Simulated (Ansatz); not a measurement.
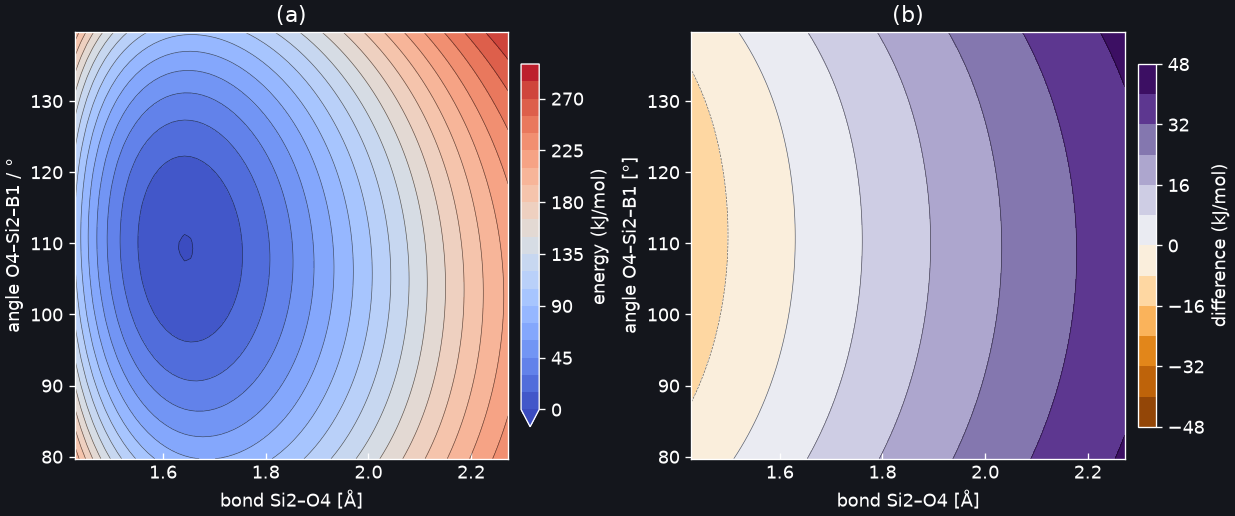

BH₃O₂Si, SMILES B[Si](=O)O. Two internal coordinates are moved rigidly from the geometry relaxed at PBE0-D4/def2-TZVP, all others fixed. First axis: bond Si2–O4. Second axis: angle O4–Si2–B1. The scan uses a 7 × 7 grid. Energies: kJ/mol, counted from each map's own lowest point. Theory: RKS PBE-D4/def2-TZVPP (Ansatz 0.2.0).

Panel (a): RKS PBE-D4/def2-TZVPP (Ansatz). Panel (b): the map at RKS PBE0-D4/def2-TZVPP (Ansatz 0.2.0) less the map of (a), each from its own lowest point.

### How does the change of method alter the landscape?

The difference runs from −12 kJ/mol at bond Si2–O4 = 1.428 Å, angle O4–Si2–B1 = 109.7° to 42 kJ/mol at bond Si2–O4 = 2.272 Å, angle O4–Si2–B1 = 139.7°. The interpolated minimum moves from 1.6421 to 1.6216 Å in bond Si2–O4 and 109.38 to 109.64° in angle O4–Si2–B1.
